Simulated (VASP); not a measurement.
Band structure of CrO$_{2}$ (rutile). Calculation: rev-vdW-DF2, VASP's PBE PAW potentials (set 64) (plane waves; VASP).

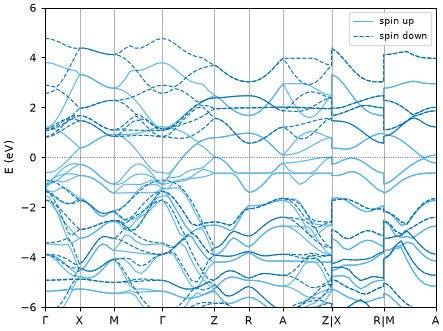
*Bands along high-symmetry lines, zero at the valence-band maximum or, without a gap, the Fermi level*

### Question
Read the plot: is there a gap, and where are the band edges?

### Answer
It has no gap at this level: it comes out as a metal or semimetal. (Edges off the drawn lines would not show.)

The compound is CrO2 in the rutile structure. It was relaxed first.
